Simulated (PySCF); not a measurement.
# CH3AlF2 (SMILES [CH3][Al]([F])[F]) at 6 levels

We compute a comparison of 6 runs (HF/3-21G, B3LYP/6-31G*, B3LYP/def2-SVP, PBE0/def2-SVP, MP2/STO-3G) of CH3AlF2. The job is set up through a Python script.

Program for the calculation: PySCF 2.14.0.

**1. The system as given**

CH3AlF2: 7 atoms, total charge 0, spin state singlet. As SMILES, `[CH3][Al]([F])[F]`. Geometry: relaxed at PBE0-D4/def2-TZVP.

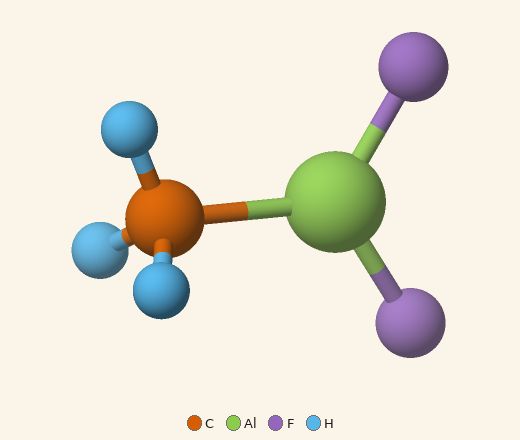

The structure, seen from a chosen angle (carbon orange, aluminium green, fluorine purple, hydrogen blue).

**2. Energy and forces at HF/3-21G (run 1)**

input.py reads:

```python
# [CH3][Al]([F])[F]
from pyscf import gto

molecule = gto.M(
    atom='''
C   -0.253600   0.825900  -0.238700
Al   0.293100  -0.956200   0.245500
F    1.513200  -1.219500   1.315500
F   -0.423400  -2.297600  -0.378600
H   -1.075800   0.816000  -0.956100
H   -0.573400   1.384500   0.645100
H    0.581100   1.378900  -0.678200
''',
    charge=0,
    verbose=4,
    max_memory=1860,
    basis='3-21g',
)

hf = molecule.RHF()
hf.conv_tol = 1e-10
hf.kernel()
if not hf.converged:
    hf = hf.newton().run(hf.mo_coeff, hf.mo_occ)

e_final = hf.e_tot
print(f'total energy: {e_final:.8f} hartree')
grad = hf.nuc_grad_method().kernel()
dip = hf.dip_moment()
pop, q = hf.mulliken_pop()
```

On the command line:

```bash
OMP_NUM_THREADS=1 python input.py
```

Log:

```text
PySCF version 2.14.0

[... 61 lines left out ...]
converged SCF energy = -477.96825731236
total energy: -477.96825731 hartree
[... 13 lines left out ...]
Dipole moment(X, Y, Z, Debye): -0.68837,  2.24826, -0.61009
[... 15 lines left out ...]
pop of  1 Al 2py          1.96316
pop of  1 Al 2pz          1.95915
pop of  1 Al 3px          0.22373
pop of  1 Al 3py          0.38017
pop of  1 Al 3pz          0.20858
pop of  1 Al 4px          0.05992
pop of  1 Al 4py          0.06984
pop of  1 Al 4pz          0.06385
pop of  2 F 1s            1.98439
pop of  2 F 2s            0.43502
pop of  2 F 3s            1.54259
pop of  2 F 2px           0.80555
pop of  2 F 2py           0.84553
pop of  2 F 2pz           0.81426
pop of  2 F 3px           1.02941
pop of  2 F 3py           1.06182
pop of  2 F 3pz           1.03969
pop of  3 F 1s            1.98440
pop of  3 F 2s            0.43506
pop of  3 F 3s            1.54249
pop of  3 F 2px           0.83064
pop of  3 F 2py           0.80112
pop of  3 F 2pz           0.83362
pop of  3 F 3px           1.05512
pop of  3 F 3py           1.01602
pop of  3 F 3pz           1.05956
pop of  4 H 1s            0.45181
pop of  4 H 2s            0.30401
pop of  5 H 1s            0.45077
pop of  5 H 2s            0.30847
pop of  6 H 1s            0.45071
pop of  6 H 2s            0.30860
 ** Mulliken atomic charges  **
charge of    0C =     -1.15623
charge of    1Al =      1.54692
charge of    2F =     -0.55828
charge of    3F =     -0.55802
charge of    4H =      0.24418
charge of    5H =      0.24075
charge of    6H =      0.24068
```

It took 1 s on 1 thread of Arm Neoverse V2, shared host; peak memory 0.12 GiB.

**3. Energy and gradient at B3LYP/6-31G(d) (spherical functions) (run 2)**

job.py reads:

```python
# [CH3][Al]([F])[F]
import pyscf.grad
from pyscf import gto, dft

mol = gto.M(
    atom='''
C     -0.253600     0.825900    -0.238700
Al     0.293100    -0.956200     0.245500
F      1.513200    -1.219500     1.315500
F     -0.423400    -2.297600    -0.378600
H     -1.075800     0.816000    -0.956100
H     -0.573400     1.384500     0.645100
H      0.581100     1.378900    -0.678200
''',
    charge=0,
    verbose=4,
    max_memory=1860,
    basis='6-31g*',
)

mf = dft.RKS(mol, xc='b3lyp')
mf.grids.level = 5
mf.conv_tol = 1e-10
mf.kernel()
if not mf.converged:
    mf = mf.newton().run(mf.mo_coeff, mf.mo_occ)

etot = mf.e_tot
print(f'total energy: {etot:.8f} hartree')
grad = mf.Gradients().kernel()
dip = mf.dip_moment()
pop, q = mf.mulliken_pop()
```

On the command line:

```bash
OMP_NUM_THREADS=1 python job.py
```

Log:

```text
PySCF version 2.14.0

[... 75 lines left out ...]
converged SCF energy = -482.181471005252
total energy: -482.18147101 hartree
[... 14 lines left out ...]
Dipole moment(X, Y, Z, Debye): -0.59977,  1.97083, -0.53162
[... 35 lines left out ...]
pop of  2 F 3s            1.04579
pop of  2 F 2px           1.08984
pop of  2 F 2py           1.12865
pop of  2 F 2pz           1.09436
pop of  2 F 3px           0.70463
pop of  2 F 3py           0.74951
pop of  2 F 3pz           0.71627
pop of  2 F 3dxy          0.00137
pop of  2 F 3dyz          0.00107
pop of  2 F 3dz^2         0.00191
pop of  2 F 3dxz          0.00297
pop of  2 F 3dx2-y2       0.00164
pop of  3 F 1s            1.99723
pop of  3 F 2s            0.91985
pop of  3 F 3s            1.04568
pop of  3 F 2px           1.10900
pop of  3 F 2py           1.09480
pop of  3 F 2pz           1.10903
pop of  3 F 3px           0.73649
pop of  3 F 3py           0.69307
pop of  3 F 3pz           0.74088
pop of  3 F 3dxy          0.00248
pop of  3 F 3dyz          0.00229
pop of  3 F 3dz^2         0.00121
pop of  3 F 3dxz          0.00083
pop of  3 F 3dx2-y2       0.00215
pop of  4 H 1s            0.51596
pop of  4 H 2s            0.29939
pop of  5 H 1s            0.51459
pop of  5 H 2s            0.30400
pop of  6 H 1s            0.51455
pop of  6 H 2s            0.30410
 ** Mulliken atomic charges  **
charge of    0C =     -0.71256
charge of    1Al =      1.07522
charge of    2F =     -0.45506
charge of    3F =     -0.45500
charge of    4H =      0.18465
charge of    5H =      0.18141
charge of    6H =      0.18135
```

Wall time 17 s (1 thread of Arm Neoverse V2, shared host); peak memory 0.66 GiB.

Runs 3 to 4 aren't shown in full; the table further down has their settings and results.

**4. Energy and forces at PBE0/def2-SVP (run 5)**

job.py reads:

```python
import pyscf.grad
from pyscf import gto, dft

molecule = gto.M(
    atom='''
C     -0.479235     1.560725    -0.451078
Al     0.553879    -1.806956     0.463928
F      2.859534    -2.304521     2.485935
F     -0.800110    -4.341835    -0.715450
H     -2.032967     1.542017    -1.806767
H     -1.083569     2.616326     1.219062
H      1.098120     2.605743    -1.281612
''',
    max_memory=1860,
    basis='def2-svp',
    unit='bohr',
    verbose=4,
)

mf = dft.RKS(molecule)
mf.xc = 'pbe0'
mf.grids.level = 5
mf.conv_tol = 1e-10
mf.kernel()
if not mf.converged:
    mf = mf.newton().run(mf.mo_coeff, mf.mo_occ)

energy = mf.e_tot
print(f'total energy: {energy:.8f} hartree')
grad = mf.Gradients().kernel()
mf.analyze()
```

On the command line:

```bash
OMP_NUM_THREADS=1 python job.py
```

Log:

```text
PySCF version 2.14.0

[... 89 lines left out ...]
Total Energy =                        -481.565051978382257
[... 9 lines left out ...]
MO #3   energy= -24.7318824832725  occ= 2
[... 7 lines left out ...]
MO #11  energy= -0.712770422782705 occ= 2
[... 7 lines left out ...]
MO #19  energy= -0.39974572933671  occ= 2
[... 7 lines left out ...]
MO #27  energy= 0.183169090733152  occ= 0
[... 7 lines left out ...]
MO #35  energy= 0.534643415310943  occ= 0
[... 7 lines left out ...]
MO #43  energy= 0.878558830418731  occ= 0
[... 7 lines left out ...]
MO #51  energy= 1.43549562199208   occ= 0
[... 7 lines left out ...]
MO #59  energy= 1.98111769506946   occ= 0
[... 7 lines left out ...]
MO #67  energy= 3.09850997850052   occ= 0
[... 7 lines left out ...]
MO #75  energy= 3.62398061587358   occ= 0
[... 46 lines left out ...]
pop of  2 F 3dxz          0.00139
pop of  2 F 3dx2-y2       0.00069
pop of  3 F 1s            1.99997
pop of  3 F 2s            1.82455
pop of  3 F 3s            0.00177
pop of  3 F 2px           1.89115
pop of  3 F 2py           1.88180
pop of  3 F 2pz           1.89091
pop of  3 F 3px           0.00068
pop of  3 F 3py           0.00111
pop of  3 F 3pz           0.00069
pop of  3 F 3dxy          0.00107
pop of  3 F 3dyz          0.00094
pop of  3 F 3dz^2         0.00044
pop of  3 F 3dxz          0.00031
pop of  3 F 3dx2-y2       0.00082
pop of  4 H 1s            0.86199
pop of  4 H 2s            0.00675
pop of  4 H 2px           0.00060
pop of  4 H 2py           0.00016
pop of  4 H 2pz           0.00047
pop of  5 H 1s            0.86150
pop of  5 H 2s            0.00684
pop of  5 H 2px           0.00014
pop of  5 H 2py           0.00051
pop of  5 H 2pz           0.00063
pop of  6 H 1s            0.86153
pop of  6 H 2s            0.00684
pop of  6 H 2px           0.00057
pop of  6 H 2py           0.00050
pop of  6 H 2pz           0.00021
 ** Mulliken atomic charges  **
charge of    0C =     -0.62887
charge of    1Al =      1.23123
charge of    2F =     -0.49690
charge of    3F =     -0.49621
charge of    4H =      0.13003
charge of    5H =      0.13037
charge of    6H =      0.13035
Dipole moment(X, Y, Z, Debye): -0.61970,  2.03848, -0.54935
```

Wall time 17 s (1 thread of Arm Neoverse V2, shared host); peak memory 0.74 GiB.

**5. Energy and gradient at MP2/STO-3G (run 6)**

job.py reads:

```python
from pyscf import gto, scf, mp

mol = gto.M(
    atom='''
C     -0.479235     1.560725    -0.451078
Al     0.553879    -1.806956     0.463928
F      2.859534    -2.304521     2.485935
F     -0.800110    -4.341835    -0.715450
H     -2.032967     1.542017    -1.806767
H     -1.083569     2.616326     1.219062
H      1.098120     2.605743    -1.281612
''',
    verbose=3,
    unit='bohr',
    charge=0,
    basis='sto-3g',
    spin=0,
    max_memory=1860,
)

hf = scf.RHF(mol)
hf.conv_tol = 1e-10
hf.kernel()
if not hf.converged:
    hf = hf.newton().run(hf.mo_coeff, hf.mo_occ)

pt = mp.MP2(hf, frozen=8).run()
etot = pt.e_tot
print('E(%s) = %.9f' % ('MP2', etot))
grad = pt.nuc_grad_method().kernel()
hf.analyze()
```

On the command line:

```bash
OMP_NUM_THREADS=1 python job.py
```

Log:

```text
converged SCF energy = -474.346263175284
E(RMP2) = -474.455273037602  E_corr = -0.109009862317691
E(SCS-RMP2) = -474.463337799144  E_corr = -0.117074623859613
E(MP2) = -474.455273038
--------------- RMP2 gradients ---------------
         x                y                z
0 C    -0.0088598431     0.0213483228    -0.0076869585
1 Al    -0.0035467227     0.0106444807    -0.0031492939
2 F     0.0170745207    -0.0024075414     0.0149717023
3 F    -0.0105186118    -0.0180032162    -0.0091654199
4 H     0.0049798917    -0.0027957198     0.0043467026
5 H     0.0034504035    -0.0044309295    -0.0031347359
6 H    -0.0025796383    -0.0043553966     0.0038180031
----------------------------------------------
**** MO energy ****
MO #1   energy= -57.822292778341   occ= 2
MO #2   energy= -25.7615314905427  occ= 2
MO #3   energy= -25.7606922951519  occ= 2
MO #4   energy= -10.958038702655   occ= 2
MO #5   energy= -4.75537395559417  occ= 2
MO #6   energy= -2.98500906179026  occ= 2
MO #7   energy= -2.98446599678946  occ= 2
MO #8   energy= -2.98328063749332  occ= 2
MO #9   energy= -1.38235164666548  occ= 2
MO #10  energy= -1.36956003683733  occ= 2
MO #11  energy= -0.871965334293737 occ= 2
MO #12  energy= -0.503982333490524 occ= 2
MO #13  energy= -0.500616819598011 occ= 2
MO #14  energy= -0.497792307542565 occ= 2
MO #15  energy= -0.429948067635558 occ= 2
MO #16  energy= -0.415324879377722 occ= 2
MO #17  energy= -0.412943181065765 occ= 2
MO #18  energy= -0.378097944576501 occ= 2
MO #19  energy= -0.373095658663573 occ= 2
MO #20  energy= -0.334999686623446 occ= 2
MO #21  energy= 0.356465996844565  occ= 0
MO #22  energy= 0.419493330639947  occ= 0
MO #23  energy= 0.642049246505563  occ= 0
MO #24  energy= 0.733428282900055  occ= 0
MO #25  energy= 0.736989412265599  occ= 0
MO #26  energy= 0.770970392684174  occ= 0
MO #27  energy= 0.792045021266872  occ= 0
 ** Mulliken atomic charges  **
charge of    0C =     -0.30764
charge of    1Al =      0.86399
charge of    2F =     -0.30660
charge of    3F =     -0.30598
charge of    4H =      0.01955
charge of    5H =      0.01835
charge of    6H =      0.01832
Dipole moment(X, Y, Z, Debye): -0.25334,  0.77207, -0.22433
```

It took 1.2 s on 1 thread of Arm Neoverse V2, shared host; peak memory 0.12 GiB.

**6. The series**

| run | level | integration grid | Cartesian functions | energy (Eh) | dipole moment (D) of the reference | HOMO energy (eV) | LUMO energy (eV) | wall time |
| --- | --- | --- | --- | --- | --- | --- | --- | --- |
| 1 | HF/3-21G | – | no | -477.968257 | 2.43 | -12.52 | 2.59 | 1 s |
| 2 | B3LYP/6-31G* (spherical functions) | 5 | no | -482.181471 | 2.13 | -8.80 | -0.50 | 17 s |
| 3 | B3LYP/6-31G* (Cartesian functions) | 5 | yes | -482.187031 | 2.13 | -8.80 | -0.53 | 17 s |
| 4 | B3LYP/def2-SVP | 5 | no | -481.942757 | 2.14 | -8.96 | -0.62 | 17 s |
| 5 | PBE0/def2-SVP | 5 | no | -481.565052 | 2.20 | -9.24 | -0.29 | 17 s |
| 6 | MP2/STO-3G | – | no | -474.455273 | 0.84 | -9.12 | 9.70 | 1.2 s |

**7. Results**

| quantity | value |
| --- | --- |
| run 6: total energy | -474.45527 Eh |
| run 6: dipole moment (Hartree–Fock density) | 0.84 D |
| run 6: HOMO energy (Hartree–Fock orbitals) | -9.12 eV |
| run 6: LUMO energy (Hartree–Fock orbitals) | 9.70 eV |
| run 6: HOMO–LUMO gap (Hartree–Fock orbitals) | 18.82 eV |
| run 6: correlation energy (8 core orbitals frozen) | -109.0 mEh |
| run 6: largest force on an atom | 1.253 eV/Å |

**Reading.** Over runs 1, 2, 3, 4, 5 the dipole moment (its size) runs from 2.13 D (B3LYP/6-31G*) to 2.43 D (HF/3-21G). The two ends differ in method and basis. Over runs 1, 2, 3, 4, 5 the HOMO–LUMO gap runs from 8.27 eV (B3LYP/6-31G*) to 15.10 eV (HF/3-21G). Totals of different functionals can't be ranked against each other. In run 6 the basis is minimal, so the values are rough. All runs together took 70 s, the longest 17 s.
